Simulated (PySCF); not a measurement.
Input file:

```
{"job": {"kind": "uv", "xc": "CAM-B3LYP", "basis": "def2-SVPD", "nstates": 8, "ntriplets": 3}, "charge": 0, "multiplicity": 1}
C      2.493545     0.538046    -0.013875
Si     1.041458    -0.174584    -1.006741
C     -0.587513    -0.123606     0.009783
C     -1.728165    -0.705696    -0.825734
C     -0.450502    -0.947195     1.291487
C     -0.942587     1.315567     0.387284
H      3.404783     0.504750    -0.602512
H      2.321811     1.573837     0.264055
H      2.673005    -0.024676     0.897546
H      1.332565    -1.570421    -1.365565
H      0.856546     0.611102    -2.235796
H     -1.867832    -0.135615    -1.741667
H     -1.520114    -1.737870    -1.099287
H     -2.663032    -0.683626    -0.265226
H     -1.386012    -0.936243     1.851624
H     -0.204688    -1.982691     1.063823
H      0.329868    -0.543067     1.933078
H     -0.171224     1.755375     1.016105
H     -1.882445     1.342738     0.939390
H     -1.054614     1.934551    -0.500809
```

Run with:

```sh
OMP_NUM_THREADS=1 python probes_run.py task.json out
```

Geometry: GFN2-xTB.

Level of theory: CAM-B3LYP/def2-SVPD, SCF density, gas phase in PySCF 2.14.0.

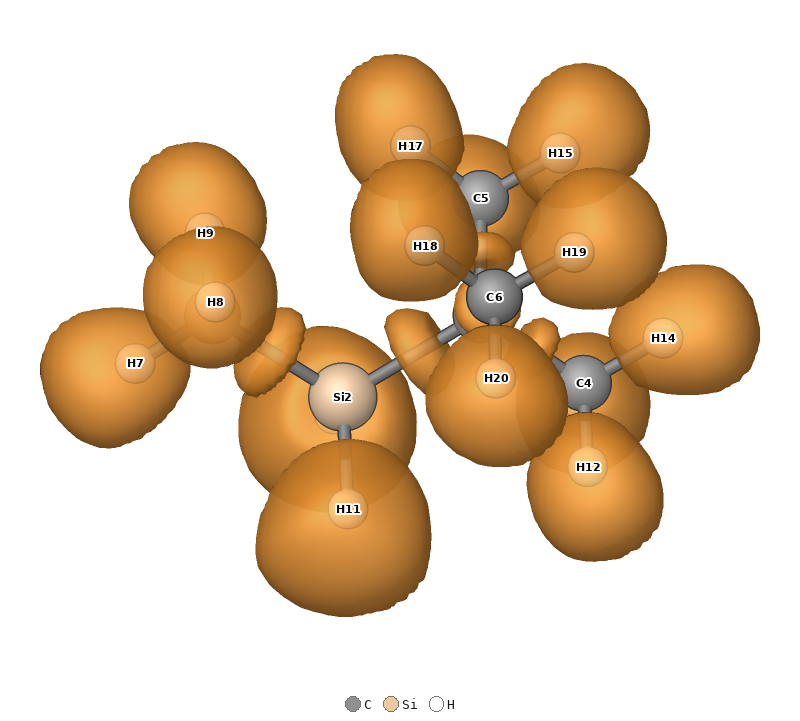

C$_{5}$H$_{14}$Si. Isosurface of the electron localisation function at 0.85 (orange), seen at a tilt. Core shells and regions of very low density are left out.

Q: Where are the electrons localised?

A: At this value the surface marks out three regions between bonded C–C atoms (shared pairs), two regions between bonded C–Si atoms (shared pairs) and 14 regions around hydrogen nuclei. Along the contacts the grid gives the following. C–C (1.53 Å): the ELF peaks at about 0.95 between the atoms, as expected for localised, covalent bonding. C–Si (1.90 Å): the ELF peaks at about 0.95 between the atoms: localised, covalent bonding.
